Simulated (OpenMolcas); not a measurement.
# GeH2Cl (SMILES [Cl][GeH2]): levels of theory compared

Wanted: a comparison of 5 runs (UHF/3-21G, U-revPBE/def2-TZVPP, UM06-2X/def2-TZVPP, UPBE/def2-TZVPP, UTPSS/def2-TZVPP) of GeH2Cl. 

Program for the calculation: OpenMolcas 26.06.

### 1 Starting point

GeH2Cl: 4 atoms, total charge 0, spin state doublet. SMILES: `[Cl][GeH2]`. The coordinates come from a PBE0-D4/def2-TZVP relaxation.

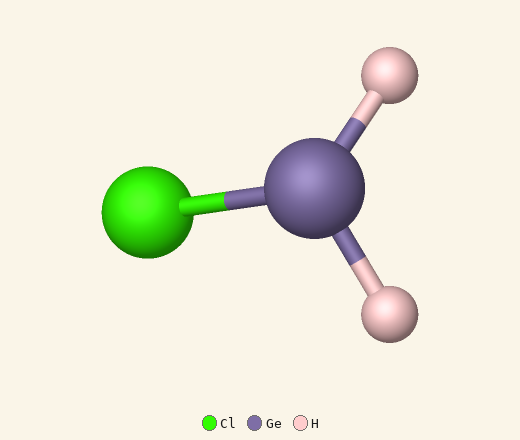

The structure, seen from a chosen angle (chlorine green, germanium purple, hydrogen pink).

### 2 Energy and gradient at UHF/3-21G (run 1)

File run.inp:

```
>>> EXPORT MOLCAS_PRINT=2
&gateway
baslib = $CurrDir
coord
4
bohr
Cl    -2.95345296     0.57674441     1.87744290
Ge     0.20163378    -0.85245545    -0.26758522
H      0.13738309     0.49057290    -2.86142330
H      2.61424712    -0.21486186     1.25156561
basis = 3-21G
group = NoSym
&seward
&scf
uhf
spin = 2
thresholds = 1e-10 1e-07 1e-07 1e-05
prorbitals = 1 2
&alaska
```

The basis set 3-21G is read from a file made from the Basis Set Exchange's data (not shown).

Run with:

```
$ export MOLCAS_MEM=1860
$ pymolcas run.inp > run.log
```

The log of the run:

```text
--- Start Module: gateway ---
[...]
--- Stop Module: gateway /rc=_RC_ALL_IS_WELL_ ---
[...]
      Basis functions           39
[...]
--- Start Module: scf ---
[...]
       Convergence after  14 Iterations
[...]
::    Total SCF energy                              -2523.7915126432
[...]
      Total spin, S                                     0.5009580775
[...]
      Total electronic charge=   51.000000
      Total            charge=   -0.000000
[...]
      Dipole Moment (debye):
      Origin of the operator (angstrom)=   -0.4084   -0.2031    0.2111
                   X=  2.5020E+00               Y= -1.3960E+00               Z= -1.7459E+00           Total=  3.3551E+00
      Quadrupole Moment (debye*angstrom):
[...]
--- Stop Module: scf /rc=_RC_ALL_IS_WELL_ ---
--- Start Module: alaska ---
[...]
 *              Molecular gradients               *
 **************************************************
  Irreducible representation: a
 ------------------------------------------------------------------------------------------
                              X                       Y                       Z
 ------------------------------------------------------------------------------------------
  CL1               2.51559262190391E-02   -1.01711691090198E-02   -1.68942931497007E-02
  GE2              -2.73953674687100E-02    4.98215357051457E-03    1.73758012355645E-02
  H3               -3.50156277514196E-04    3.01846885815138E-03   -2.68934100446039E-03
  H4                2.58959752719168E-03    2.17054668037875E-03    2.20783291858240E-03
 ------------------------------------------------------------------------------------------
--- Stop Module: alaska /rc=_RC_ALL_IS_WELL_ ---
[...]
```

Wall time 2.1 s (1 thread of Arm Neoverse V2, shared host); peak memory 0.37 GiB.

### 3 Energy and forces at U-revPBE/def2-TZVPP (run 2)

File struct.xyz:

```xyz
4

Cl    -1.562900     0.305200     0.993500
Ge     0.106700    -0.451100    -0.141600
H      0.072700     0.259600    -1.514200
H      1.383400    -0.113700     0.662300
```

File run.input:

```
&GATEWAY
 BasLib = $CurrDir
 Coord = struct.xyz
 Basis = def2-TZVPP
 Group = NoSym

&SEWARD
 GridInput
 Grid=UltraFine
 End of Grid

&SCF
 UHF
 Spin = 2
 KSDFT = revPBE
 Thresholds = 1e-10 1e-07 1e-07 1e-05
 PrOrbitals = 1 1

&ALASKA
```

The basis set def2-TZVPP is read from a file made from the Basis Set Exchange's data (not shown).

Run with:

```
$ export MOLCAS_MEM=1860
$ pymolcas run.input > run.log
```

The log of the run:

```text
--- Start Module: gateway ---
[...]
--- Stop Module: gateway /rc=_RC_ALL_IS_WELL_ ---
[...]
      Basis functions          118
[...]
--- Start Module: scf ---
[...]
       Convergence after  15 Iterations
[...]
::    Total KS-DFT energy                           -2538.1699796195
[...]
      Total spin, S                                     0.5008748132
[...]
      Total electronic charge=   51.000000
      Total            charge=   -0.000000
[...]
      Dipole Moment (debye):
      Origin of the operator (angstrom)=   -0.4084   -0.2031    0.2111
                   X=  1.2417E+00               Y= -5.2034E-01               Z= -8.3685E-01           Total=  1.5852E+00
      Quadrupole Moment (debye*angstrom):
[...]
--- Stop Module: scf /rc=_RC_ALL_IS_WELL_ ---
[...]
--- Start Module: alaska ---
[...]
 *              Molecular gradients               *
 **************************************************
  Irreducible representation: a
 ------------------------------------------------------------------------------------------
                              X                       Y                       Z
 ------------------------------------------------------------------------------------------
  CL1               6.97912921932442E-03   -3.23365676849008E-03   -4.75874839805002E-03
  GE2              -2.59413449848367E-03    7.11461694530868E-03    2.80608276718652E-03
  H3               -1.12811535460611E-04   -2.52740039561727E-03    4.42185829504194E-03
  H4               -4.27218318537648E-03   -1.35355978129148E-03   -2.46919266418510E-03
 ------------------------------------------------------------------------------------------
--- Stop Module: alaska /rc=_RC_ALL_IS_WELL_ ---
[...]
```

It took 46 s on 1 thread of Arm Neoverse V2, shared host; peak memory 0.73 GiB.

### 4 The energy at UM06-2X/def2-TZVPP (run 3)

File mol.xyz:

```xyz
4

Cl    -1.562900     0.305200     0.993500
Ge     0.106700    -0.451100    -0.141600
H      0.072700     0.259600    -1.514200
H      1.383400    -0.113700     0.662300
```

File test.inp:

```
* ClGeH2 Kohn-Sham DFT

&gateway
  baslib=$CurrDir
  coord=mol.xyz
  basis=def2-TZVPP
  group=NoSym

&seward
  gridinput
  Grid=UltraFine
  End of Grid

&scf
  uhf
  spin=2
  ksdft=M062X
  thresholds=1e-10 1e-07 1e-07 1e-05
  prorbitals=1 2
```

The basis set def2-TZVPP is read from a file made from the Basis Set Exchange's data (not shown).

Run with:

```
$ export MOLCAS_MEM=1860
$ pymolcas test.inp > test.log
```

The log of the run:

```text
--- Start Module: gateway ---
[...]
--- Stop Module: gateway /rc=_RC_ALL_IS_WELL_ ---
--- Start Module: seward ---
[...]
      Basis functions          118
--- Stop Module: seward /rc=_RC_ALL_IS_WELL_ ---
[...]
--- Start Module: scf ---
[...]
       Convergence after  15 Iterations
[...]
::    Total KS-DFT energy                           -2538.3999266090
[...]
      Total spin, S                                     0.5012182535
[...]
      Total electronic charge=   51.000000
      Total            charge=   -0.000000
[...]
      Dipole Moment (debye):
      Origin of the operator (angstrom)=   -0.4084   -0.2031    0.2111
                   X=  1.4732E+00               Y= -6.9604E-01               Z= -1.0063E+00           Total=  1.9150E+00
      Quadrupole Moment (debye*angstrom):
[...]
--- Stop Module: scf /rc=_RC_ALL_IS_WELL_ ---
[...]
```

Wall time 55 s (1 thread of Arm Neoverse V2, shared host); peak memory 0.73 GiB.

Run 4 isn't shown in full; the table further down has it.

### 5 A single-point energy at UTPSS/def2-TZVPP (run 5)

File calc.input:

```
&GATEWAY
 BASLIB
 $CurrDir
 COORD
 4
 angstrom
 Cl      -1.562900       0.305200       0.993500
 Ge       0.106700      -0.451100      -0.141600
 H        0.072700       0.259600      -1.514200
 H        1.383400      -0.113700       0.662300
 BASIS
 def2-TZVPP
 GROUP
 NoSym

&SEWARD
 GRIDINPUT
 Grid=UltraFine
 End of Grid

&SCF
 UHF
 SPIN
 2
 KSDFT
 2
 1.0 MGGA_X_TPSS
 1.0 MGGA_C_TPSS
 THRESHOLDS
 1e-10 1e-07 1e-07 1e-05
 PRORBITALS
 1 2
```

The basis set def2-TZVPP is read from a file made from the Basis Set Exchange's data (not shown).

Run with:

```
$ export MOLCAS_MEM=1860
$ pymolcas calc.input > calc.log
```

The log of the run:

```text
--- Start Module: gateway ---
[...]
--- Stop Module: gateway /rc=_RC_ALL_IS_WELL_ ---
--- Start Module: seward ---
[...]
      Basis functions          118
--- Stop Module: seward /rc=_RC_ALL_IS_WELL_ ---
[...]
--- Start Module: scf ---
[...]
       Convergence after  15 Iterations
[...]
::    Total KS-DFT energy                           -2538.4097884209
[...]
      Total spin, S                                     0.5010127320
[...]
      Total electronic charge=   51.000000
      Total            charge=   -0.000000
[...]
      Dipole Moment (debye):
      Origin of the operator (angstrom)=   -0.4084   -0.2031    0.2111
                   X=  1.2816E+00               Y= -5.4495E-01               Z= -8.6508E-01           Total=  1.6395E+00
      Quadrupole Moment (debye*angstrom):
[...]
--- Stop Module: scf /rc=_RC_ALL_IS_WELL_ ---
[...]
```

Run time: 54 s. Hardware: 1 thread of Arm Neoverse V2, shared host; peak memory 0.74 GiB.

### 6 The series

| run | level | integration grid | task | energy (Eh) | dipole moment (D) | HOMO energy (eV) | LUMO energy (eV) | wall time |
| --- | --- | --- | --- | --- | --- | --- | --- | --- |
| 1 | UHF/3-21G | – | gradient | -2523.791513 | 3.36 | -9.52 | 0.13 | 2.1 s |
| 2 | U-revPBE/def2-TZVPP | UltraFine | gradient | -2538.169980 | 1.59 | -5.48 | -4.06 | 46 s |
| 3 | UM06-2X/def2-TZVPP | UltraFine | energy | -2538.399927 | 1.92 | -7.66 | -2.84 | 55 s |
| 4 | UPBE/def2-TZVPP | UltraFine | gradient | -2537.905240 | 1.58 | -5.50 | -4.20 | 45 s |
| 5 | UTPSS/def2-TZVPP | UltraFine | energy | -2538.409788 | 1.64 | -5.67 | -4.11 | 54 s |

### 7 What came out

```
                                 quantity           value
                      run 5: total energy  -2538.40979 Eh
                     run 5: dipole moment          1.64 D
run 5: HOMO energy (highest over α and β)        -5.67 eV
 run 5: LUMO energy (lowest over α and β)        -4.11 eV
                              run 5: ⟨S²⟩           0.752
```

**Reading.** The dipole moment (its size) runs from 1.58 D (UPBE/def2-TZVPP) to 3.36 D (UHF/3-21G). The two ends differ in method and basis. Totals of different functionals can't be ranked against each other. All runs together took 3.4 min, the longest 55 s.
